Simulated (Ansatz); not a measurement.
Input

```
crystal:
  periodic: [false, false, false]
  atoms:
    - {symbol: C, position_ang: [-2.890721, -2.004153, 0.474593]}
    - {symbol: C, position_ang: [-2.068778, -0.963457, 0.319391]}
    - {symbol: C, position_ang: [-0.731988, -0.763725, 0.967159]}
    - {symbol: F, position_ang: [-2.658833, -3.036068, 1.230126]}
    - {symbol: F, position_ang: [-4.036995, -2.083702, -0.136064]}
    - {symbol: F, position_ang: [-2.423755, 0.032189, -0.484375]}
    - {symbol: F, position_ang: [-0.729633, 0.352711, 1.693990]}
    - {symbol: F, position_ang: [-0.415284, -1.781428, 1.758546]}
    - {symbol: F, position_ang: [0.218250, -0.636601, 0.042217]}
basis:
  gaussian: {orbitals: def2-SVPD}
hamiltonian: {xc: pbe0}
output: {forces: true, orbitals: {seedname: orbitals}}
```

Command:

```sh
ansatz run input.yaml --threads 2 --pin off --max-ram 6090MiB --events-out events.jsonl --progress --plain --runs-dir runs
```

Geometry: PBE0-D4/def2-SVP.

Level of theory: isolated molecule in a Gaussian basis; Kohn-Sham density functional theory, functional PBE0 (Ansatz 0.2.0).

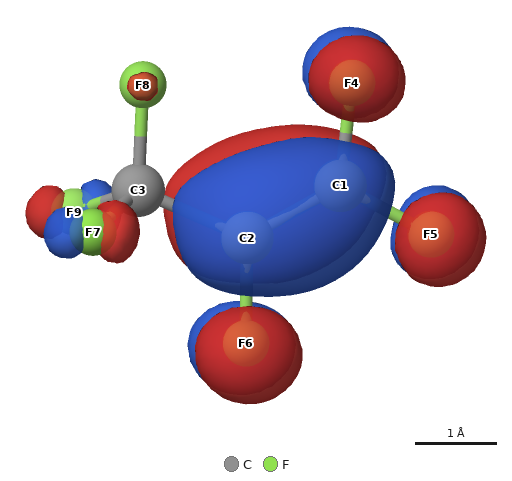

C₃F₆. The HOMO at ±0.1 Å⁻³ᐟ² (blue and red are the two phases), seen across its widest extent.

What is the character of this orbital?

It lies mainly on C2 (about 35 %), C1 (about 25 %), F6 (about 15 %), F4 (about 10 %) and F5 (about 10 %); π-bonding across C2–C1. Its energy is −8.44 eV.
